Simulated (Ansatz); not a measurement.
# CH6FGeNO: a ladder of functionals and wavefunction methods

How much do the methods differ for CH6FGeNO? The plan is to run it at one geometry with functionals of several rungs and with coupled cluster, and see how far each lands from CCSD(T) at the basis-set limit for the atomisation energy.

Method: functionals in def2-TZVPP, the program's frozen cores in correlated methods; program: Ansatz 0.2.0, Gaussian basis.

Levels to be run: LDA (SPW92), PBE-D4, revPBE-D4, BLYP-D4, r2SCAN-D4, B97M-V, PBE0-D4, B3LYP-D4, r2SCANh-D4, r2SCAN0-D4, HSE06-D4, BHLYP-D4, CAM-B3LYP-D4, LC-ωPBE, ωB97X-V, ωB97M-V, B2PLYP, PBE-QIDH; CCSD(T)/def2-SVP; CCSD(T)/def2-TZVPP; MP2/def2-QZVPP; extrapolation to the limit; RPA on PBE.

### 1 The relaxed structure

All runs share one geometry, relaxed beforehand with PBE0-D4 in a triple-zeta def2 set.

SMILES `[NH2][GeH]([OH])[CH2]F`, 11 atoms, charge 0, spin multiplicity 1.

Atoms are counted from 1 here; the program's logs count them from 0.

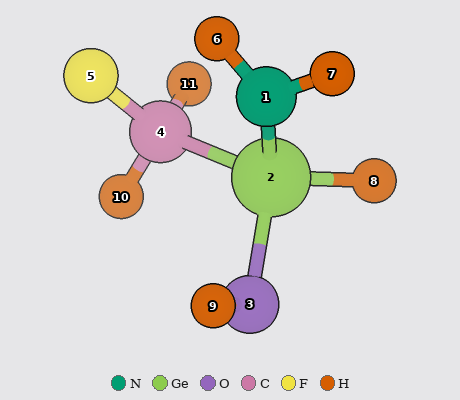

The geometry (nitrogen teal, germanium green, oxygen purple, carbon pink, fluorine yellow, hydrogen orange); atoms are numbered from 1 in the order of the file.

Geometry (Å):

```
atom     x (Å)     y (Å)     z (Å)
  N1  -0.93408   1.37725  -0.13094
 Ge2  -0.40488  -0.33863  -0.44368
  O3   0.42469  -0.38821  -2.01796
  C4   0.85770  -0.80336   1.00483
  F5   1.32881   0.36027   1.60519
  H6  -0.61704   1.76815   0.74374
  H7  -1.89983   1.61112  -0.29817
  H8  -1.54778  -1.35807  -0.58663
  H9   0.77265   0.47989  -2.23857
 H10   1.71278  -1.35604   0.60732
 H11   0.37226  -1.40927   1.77547
```

### 2 LDA

This LDA is Slater exchange with PW92 correlation.

in.yaml

```yaml
crystal:
  periodic: [false, false, false]
  atoms:
    - {symbol: N, position_ang: [-0.934076, 1.377245, -0.130936]}
    - {symbol: Ge, position_ang: [-0.404882, -0.338632, -0.443684]}
    - {symbol: O, position_ang: [0.424695, -0.388209, -2.017956]}
    - {symbol: C, position_ang: [0.857703, -0.803363, 1.004825]}
    - {symbol: F, position_ang: [1.328810, 0.360272, 1.605193]}
    - {symbol: H, position_ang: [-0.617035, 1.768151, 0.743736]}
    - {symbol: H, position_ang: [-1.899826, 1.611125, -0.298170]}
    - {symbol: H, position_ang: [-1.547783, -1.358070, -0.586627]}
    - {symbol: H, position_ang: [0.772654, 0.479890, -2.238568]}
    - {symbol: H, position_ang: [1.712778, -1.356043, 0.607315]}
    - {symbol: H, position_ang: [0.372261, -1.409266, 1.775472]}
basis:
  gaussian: {orbitals: def2-TZVPP}
hamiltonian: {xc: lda}
output: {orbitals: {seedname: orbitals}}
```

Launch:

```bash
ansatz run in.yaml --threads 4 --pin off --events-out ev --progress --plain --max-ram 10444MiB
```

After this run come: PBE-D4 (GGA); revPBE-D4 (GGA); BLYP-D4 (GGA); r2SCAN-D4 (meta-GGA); B97M-V (meta-GGA); B3LYP-D4 (hybrid); r2SCANh-D4 (hybrid); r2SCAN0-D4 (hybrid); HSE06-D4 (hybrid); BHLYP-D4 (hybrid); CAM-B3LYP-D4 (range-separated); LC-ωPBE (range-separated); ωB97X-V (range-separated); ωB97M-V (range-separated); B2PLYP (double hybrid); PBE-QIDH (double hybrid); CCSD(T) in def2-SVP; CCSD(T) in def2-TZVPP; MP2 in def2-QZVPP; RPA on PBE orbitals.

Q: Predict the results of all the runs planned. Wanted: atomisation energy, CCSD(T)/CBS; farthest beyond LDA; mean size of error, GGA; mean size of error, meta-GGA; mean size of error, hybrid; mean size of error, range-separated; mean size of error, double hybrid; gap, smallest and largest; T1 diagnostic.

The runs gave:

| quantity | value |
| --- | --- |
| atomisation energy, CCSD(T)/CBS | 3822.2 kJ/mol |
| functionals within 38.2 kJ/mol (1.0 %) | BLYP-D4, r2SCAN-D4, B97M-V, B3LYP-D4, CAM-B3LYP-D4, LC-ωPBE, ωB97X-V, ωB97M-V |
| farthest beyond LDA | BHLYP-D4 (-172.6 kJ/mol) |
| mean size of error, GGA | 43.5 kJ/mol |
| mean size of error, meta-GGA | 21.3 kJ/mol |
| mean size of error, hybrid | 74.3 kJ/mol |
| mean size of error, range-separated | 12.6 kJ/mol |
| mean size of error, double hybrid | 63.6 kJ/mol |
| gap, smallest and largest | 5.57 eV (BLYP-D4), 13.11 eV (LC-ωPBE) |
| T1 diagnostic | 0.0113 |
| triples share of the correlation energy | 3.4 % |

**Reading.** The LDA atomisation energy is off by 602.1 kJ/mol (16 %): it overbinds. PBE-D4 misses by +56.7 kJ/mol. Double hybrids carry the basis error of their MP2 part in triple zeta, and no dispersion term here, so their miss is partly the set-up's. The rungs range-separated, meta-GGA miss on average by less than the doubt on the reference (38.2 kJ/mol), so they tie. Misses under about 38.2 kJ/mol are within the doubt on the reference itself, which lacks core-valence correlation, relativity and higher excitations, and its outer-core shells are covered unevenly. Hartree-Fock recovers 68 % of the binding; the rest is correlation. CCSD(T) in def2-SVP is off by -290.6 kJ/mol, worse than the median functional, from the basis alone. Orbital gaps span 5.6 to 13.1 eV; exact exchange widens them. Correlated methods include outer-core shells of Ge, which these sets cover unevenly.
